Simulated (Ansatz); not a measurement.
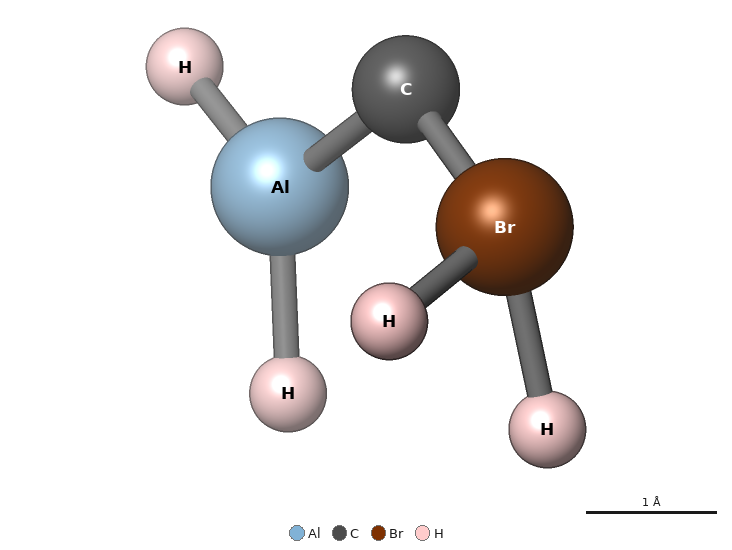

Distant atoms are faded towards the background colour. The geometry was computed by an optimisation with PBE0-D4/def2-TZVP. No frequency run is at hand to confirm it as a minimum. Masses are those of the most abundant isotopes; constants are for the rigid equilibrium geometry.

Question: What kind of rotor is it, and what are its rotational constants in GHz?

Answer: An asymmetric top (C1): A = 28.9, B = 2.23, C = 2.11 GHz. Ray's parameter κ is −0.99, close to the prolate limit.
